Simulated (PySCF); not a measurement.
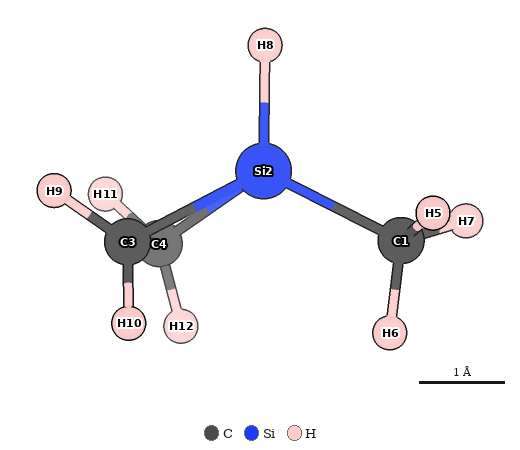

Figure 1. The structure (ball-and-stick view, seen at a tilt; atoms are numbered from 1 in the order of the input).

**C3H8Si: NMR shielding calculation**

The run: NMR shielding calculation of C3H8Si, SMILES C[SiH]1CC1. Method and program: GIAO PBE0/6-31G* NMR shielding, non-relativistic, gas phase (PySCF 2.14.0).

The geometry comes from this level: PBE0-D3(BJ)/def2-SVP. Figures and captions count atoms from 1; the log counts them from 0 in places.

The input:
```
{"job": {"kind": "nmr", "xc": "PBE0", "basis": "6-31G*", "pop": true}, "charge": 0, "multiplicity": 1}
C      1.736717    -0.068367    -0.708998
Si     0.378370    -0.191277     0.569453
C     -1.354442    -0.634062     0.062732
C     -1.150026     0.855498     0.415390
H      2.284176    -1.018360    -0.804941
H      1.301664     0.178163    -1.689205
H      2.461023     0.718307    -0.447177
H      0.816072    -0.582271     1.935626
H     -1.985896    -1.213119     0.745611
H     -1.565418    -0.862359    -0.988476
H     -1.656549     1.220315     1.315941
H     -1.223540     1.566828    -0.415506
```

The first line tells a small driver script what to run in PySCF; the rest is the geometry in Å.

Run as:
```bash
OMP_NUM_THREADS=1 python <driver script> task.json out
```

What the program printed:
```
coarse grid: 9848 points
cycle   1  E = -408.2856466004  dE =  2.188e-01  |g| = 4.580e-01  |ddm| = 2.895e+00
cycle   2  E = -408.2505270698  dE =  3.512e-02  |g| = 5.717e-01  |ddm| = 1.027e+00
cycle   3  E = -408.3430881239  dE = -9.256e-02  |g| = 5.152e-02  |ddm| = 6.227e-01
cycle   4  E = -408.3437547847  dE = -6.667e-04  |g| = 2.107e-02  |ddm| = 7.334e-02
cycle   5  E = -408.3438753612  dE = -1.206e-04  |g| = 2.975e-03  |ddm| = 2.108e-02
cycle   6  E = -408.3438781583  dE = -2.797e-06  |g| = 4.723e-04  |ddm| = 4.584e-03
final grid: 88528 points
cycle   7  E = -408.3012301713  dE = -1.210e-05  |g| = 6.921e-03  |ddm| = 1.422e-02
cycle   8  E = -408.3012231030  dE =  7.068e-06  |g| = 8.628e-03  |ddm| = 1.424e-02
cycle   9  E = -408.3012433367  dE = -2.023e-05  |g| = 5.783e-04  |ddm| = 8.214e-03
cycle  10  E = -408.3012434306  dE = -9.391e-08  |g| = 1.393e-04  |ddm| = 7.280e-04
cycle  11  E = -408.3012434358  dE = -5.170e-09  |g| = 2.395e-05  |ddm| = 1.363e-04
cycle  12  E = -408.3012434360  dE = -1.664e-10  |g| = 4.423e-06  |ddm| = 3.523e-05
```

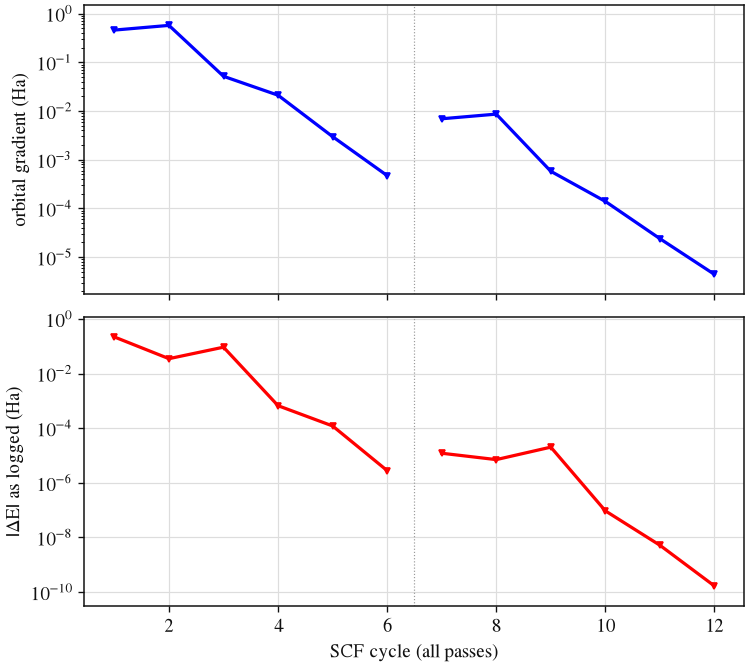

Figure 2. Convergence of the self-consistent field: orbital gradient and size of the energy change against the SCF cycle. The dotted line marks the change from a coarse to the final integration grid. The first 6 cycles use a coarse grid, the final grid takes over at cycle 7, and the field converges after 12 cycles in all.

```
converged SCF energy = -408.3012434360

GIAO shielding tensors (ppm)
atom      isotropic    diamagn.    paramagn.     s11        s22        s33       span
  0 C      201.078     250.954     -49.877    192.800    199.936    210.497     17.697
  1 Si     514.038     884.147    -370.109    404.930    420.108    717.076    312.145
  2 C      199.021     252.947     -53.927    178.150    194.612    224.300     46.150
  3 C      199.268     252.998     -53.730    178.126    195.120    224.558     46.432
  4 H       31.506      29.193       2.314     26.680     28.960     38.878     12.198
  5 H       32.491      30.390       2.101     26.871     30.604     39.997     13.126
  6 H       31.464      29.233       2.231     26.585     29.019     38.788     12.203
  7 H       28.656      30.007      -1.351     23.107     26.501     36.361     13.255
  8 H       31.442      29.989       1.453     26.094     27.322     40.911     14.817
  9 H       31.509      30.702       0.807     26.715     27.846     39.967     13.252
 10 H       31.426      29.987       1.439     26.072     27.318     40.888     14.817
 11 H       31.534      30.740       0.794     26.740     27.866     39.996     13.256
```

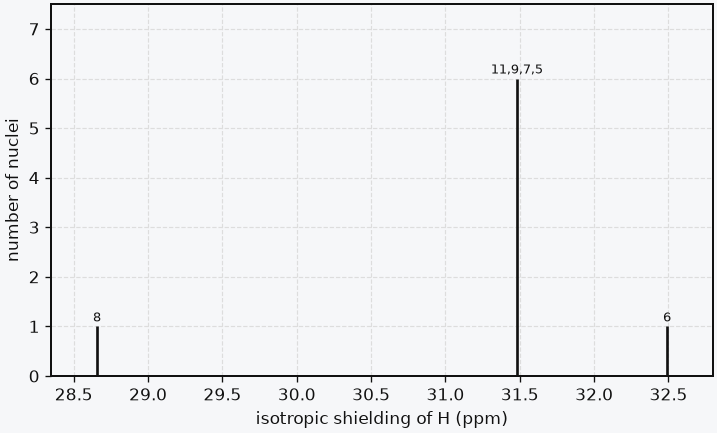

Figure 3. Isotropic shieldings of the hydrogen nuclei in this fixed geometry, labelled by atom number; shielding grows to the right, so chemical shift grows to the left. The least shielded is H8 (28.7 ppm), the most shielded H6 (32.5 ppm).

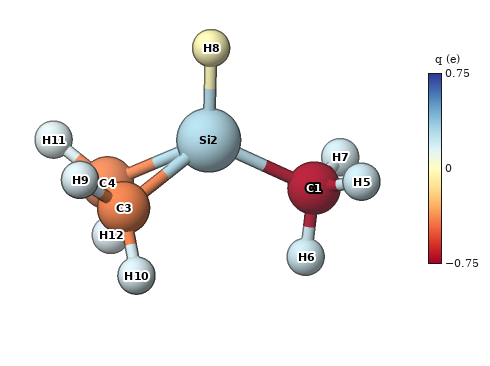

Figure 4. ESP-fitted charges, as the colour of each atom (ball-and-stick view, seen at a tilt; atoms are numbered from 1 in the order of the input). By element: C −0.71 to −0.39, Si +0.29 and H −0.03 to +0.22 e.

Key numbers:

- outcome: converged
- total energy: −408.301243 hartree
- HOMO: −6.39 eV
- LUMO: 1.39 eV
- dipole moment: 0.75 D
- isotropic shielding, C: 199.0 to 201.1 ppm
- isotropic shielding, Si: 514.0 ppm
- isotropic shielding, H: 28.7 to 32.5 ppm
- hardware: 1 CPU thread, shared host
- wall time: 4.3 s
- peak memory: 0.45 GiB
